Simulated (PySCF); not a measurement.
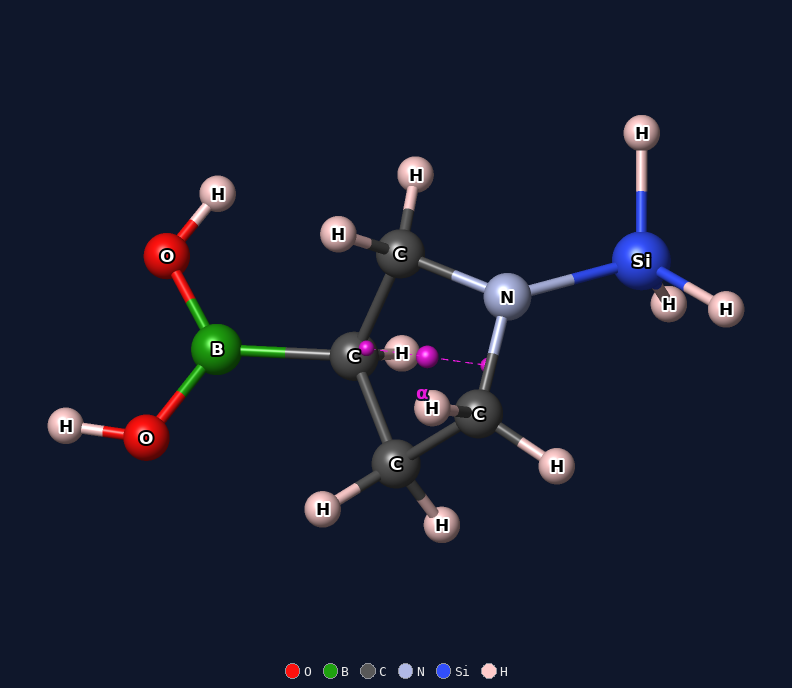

The small points mark where nucleus-independent chemical shifts (NICS) were computed: at the centre of each lettered ring and 1 Å above and below it. The computed structure is the end point of a GFN2-xTB optimisation. No frequency run is at hand to confirm it as a minimum. Level of theory: GIAO PBE0/pcSseg-1 NMR shielding, non-relativistic, gas phase (PySCF 2.14.0).

Give NICS(0), NICS(1) and the out-of-plane component NICS(1)zz for each ring (means of the two sides).

| ring | members | NICS(0) | NICS(1) | NICS(1)zz |
| --- | --- | --- | --- | --- |
| α | C4N | −6.6 | −4.2 | −5.7 |

Values in ppm.

Question. What do the values say about the ring currents?

Answer. Ring α: weak, as in a non-aromatic ring. NICS is one index among several.

The geometry is semi-empirical. Around B, Si such bond lengths and angles can be off by a tenth of an ångström or more and by several degrees, and values that hang on the shape move with them.
